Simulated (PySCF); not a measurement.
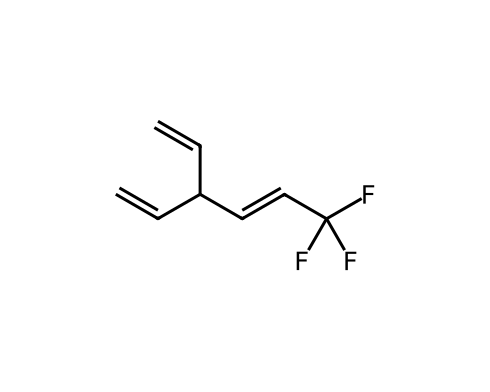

A structural formula.

> Give its SMILES.

C=CC(C=C)/C=C/C(F)(F)F

> What is the molecular formula?

C8H9F3.

> An optimisation with PBE0-D3(BJ)/def2-SVP gave a structure of which point group?

C1. Other conformers may differ.

The parts below concern this one geometry. Atoms keep their numbers from picture to picture. The computed structure is the end point of a PBE0-D3(BJ)/def2-SVP optimisation. No frequency run is at hand to confirm it as a minimum.

## Shape

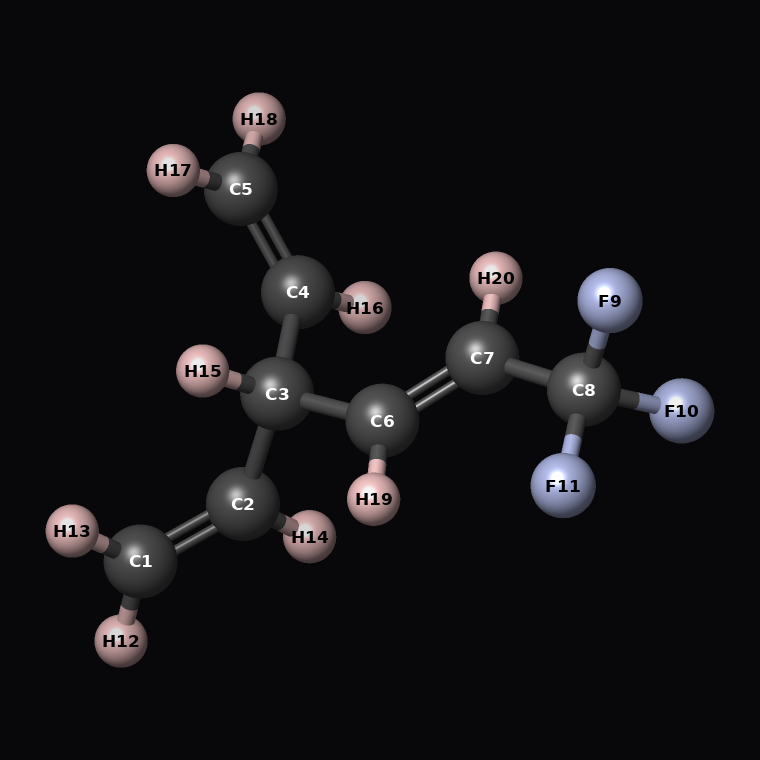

The atoms are numbered. No frequency run is at hand to confirm it as a minimum.

Which atoms are bonded, and how long are the bonds? Leave out bonds to hydrogen.

```
  bond  length (Å)   order
 C1–C2       1.332  double
 C2–C3       1.511  single
 C3–C4       1.503  single
 C3–C6       1.507  single
 C4–C5       1.332  double
 C6–C7       1.332  double
 C7–C8       1.491  single
 C8–F9       1.339  single
C8–F10       1.340  single
C8–F11       1.335  single
```

## NMR shielding

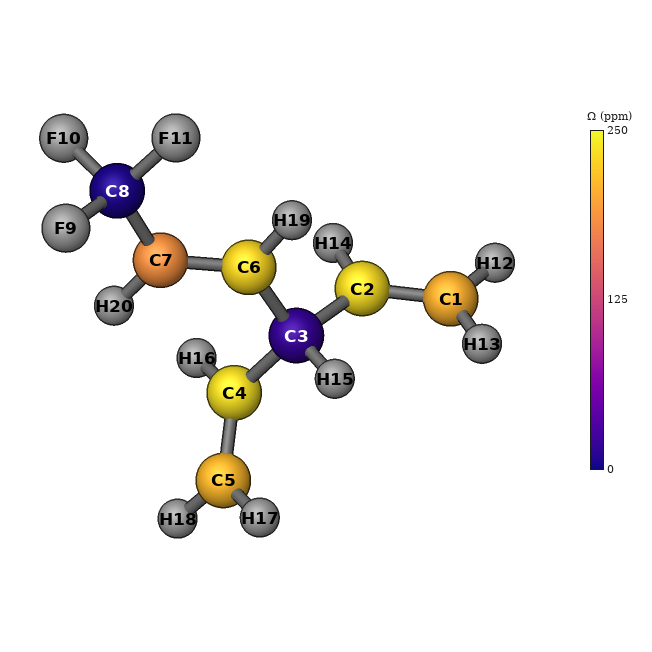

The C atoms are coloured by the span of their shielding tensor. No frequency run is at hand to confirm it as a minimum. Properties computed with GIAO PBE0/pcSseg-1 NMR shielding, non-relativistic, IEF-PCM benzene (PySCF 2.14.0). Principal shieldings σ11 ≤ σ22 ≤ σ33, span Ω = σ33 − σ11, skew κ = 3(σiso − σ22)/Ω.

Give the shielding tensors of the C atoms.

| atom | σ11 | σ22 | σ33 | σiso | Ω | κ |
| --- | --- | --- | --- | --- | --- | --- |
| C1 | −52.5 | 75.7 | 155.1 | 59.5 | 207.6 | −0.23 |
| C2 | −87.0 | 50.7 | 148.0 | 37.2 | 235.0 | −0.17 |
| C3 | 118.0 | 129.0 | 137.3 | 128.1 | 19.3 | −0.14 |
| C4 | −84.7 | 49.7 | 151.9 | 39.0 | 236.6 | −0.14 |
| C5 | −55.8 | 73.3 | 156.5 | 58.0 | 212.3 | −0.22 |
| C6 | −82.9 | 31.6 | 148.1 | 32.3 | 231.0 | 0.01 |
| C7 | −43.0 | 76.3 | 143.3 | 58.8 | 186.3 | −0.28 |
| C8 | 53.6 | 54.6 | 60.2 | 56.1 | 6.5 | 0.69 |

Shieldings and span in ppm.

## Electronic properties

No frequency run is at hand to confirm it as a minimum. Properties computed with PBE0/pcSseg-1 in benzene (IEF-PCM) (PySCF 2.14.0).

Computed properties:

- dipole moment: 3.08 D
- HOMO energy (Kohn–Sham orbital): −7.62 eV
- LUMO energy (Kohn–Sham orbital): −0.76 eV
- HOMO–LUMO gap: 6.86 eV

## Charges

The questions are on Hirshfeld charges. No frequency run is at hand to confirm it as a minimum. Method: PBE0/pcSseg-1 in benzene (IEF-PCM) (PySCF 2.14.0).

List the Hirshfeld charges.

```tsv
atom	value (e)
C1	−0.10
C2	−0.04
C3	−0.02
C4	−0.04
C5	−0.10
C6	−0.02
C7	−0.09
C8	0.25
F9	−0.10
F10	−0.11
F11	−0.09
H12	0.05
H13	0.05
H14	0.05
H15	0.05
H16	0.05
H17	0.05
H18	0.05
H19	0.05
H20	0.05
```
